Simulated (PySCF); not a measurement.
C$_{3}$H$_{8}$ClNSi$_{2}$ (SMILES N#C[SiH2][SiH2]CCCl)

Input

```
{"job": {"kind": "nmr", "xc": "PBE0", "basis": "pcSseg-1"}, "charge": 0, "multiplicity": 1}
N      2.134025     0.933004    -2.170540
C      2.011677     0.985361    -1.032112
Si     1.755490     0.978775     0.819567
Si     0.227222    -0.706290     1.267764
C     -0.845773    -1.059595    -0.279535
C     -1.961735    -0.053466    -0.453997
Cl    -1.323900     1.614915    -0.390693
H      1.381447     2.355212     1.149365
H      3.101492     0.724076     1.352500
H     -0.688239    -0.394875     2.373597
H      0.878136    -1.981120     1.604989
H     -0.215286    -1.055332    -1.170423
H     -1.300178    -2.049537    -0.220642
H     -2.465364    -0.153989    -1.416220
H     -2.693428    -0.129149     0.350189
```

Run with:

```sh
OMP_NUM_THREADS=1 python probes_run.py task.json out
```

Geometry: GFN2-xTB.

Level of theory: PBE0/pcSseg-1, SCF density, gas phase, non-relativistic (PySCF).

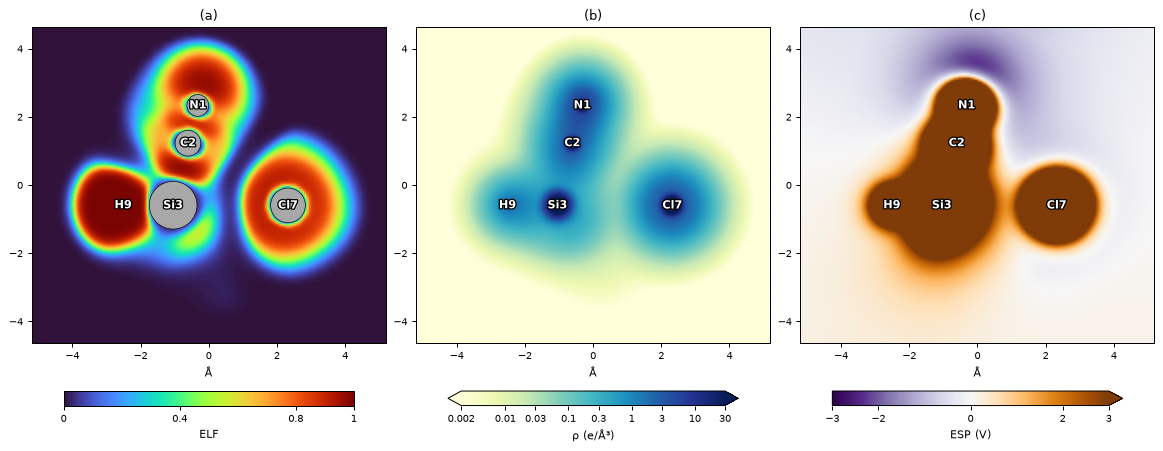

Figure 1. (a) ELF; (b) total electron density; (c) electrostatic potential on the plane of atoms C2, Si3 and H9. Grey discs cover the atomic cores in the ELF map.

**Read the bonding off the picture.**

- The plane passes through N, C, Si, Cl and H nuclei.
- C–N (1.15 Å): the density is about 3.6 e/Å³ at the midpoint; the ELF peaks at about 0.85 between the atoms (a short, multiple covalent bond).
- C–Si (1.87 Å): ρ is about 0.88 e/Å³ halfway; the ELF peaks at about 1 between the atoms: a shared electron pair.
- The ELF also peaks beside Cl7 and N1, away from the bonds: lone-pair regions.
- Outside the dense part of the molecule the potential is most negative (−2.3 V) near N1.

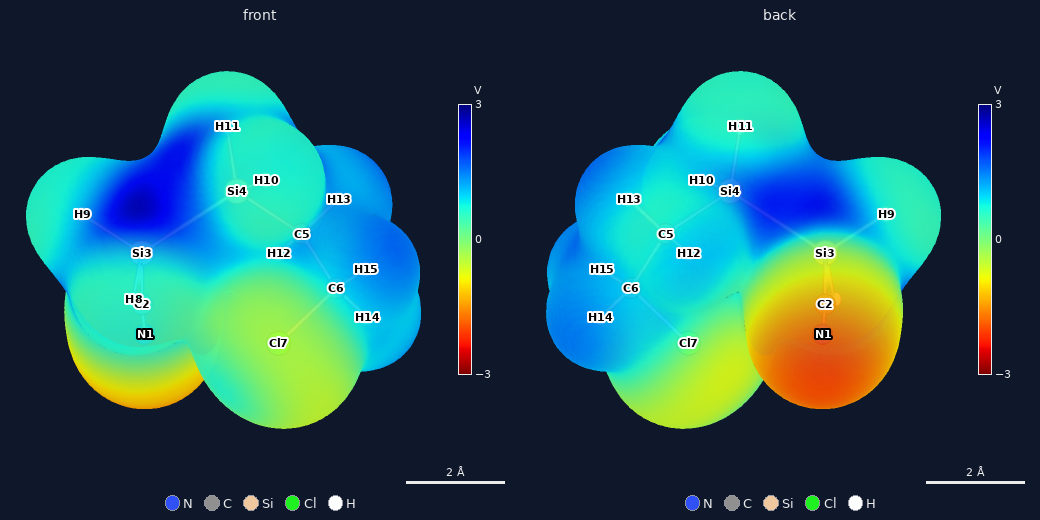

Figure 2. The electrostatic potential painted on the density surface at 0.004 e/bohr³, seen from the front and from behind; the colour scale runs from red (negative) to blue (positive).

**Where is the surface potential most negative and most positive?**

The most negative region (about −2.1 V, or −48 kcal/mol for a unit charge) lies over N1, the most positive (about +2.5 V, or +58 kcal/mol for a unit charge) over Si3. Cl7 shows a σ-hole: about +0.7 V, or +16 kcal/mol for a unit charge at the tip opposite its bond, against about −0.3 V on its flanks. N1 is the likeliest acceptor of a hydrogen bond.
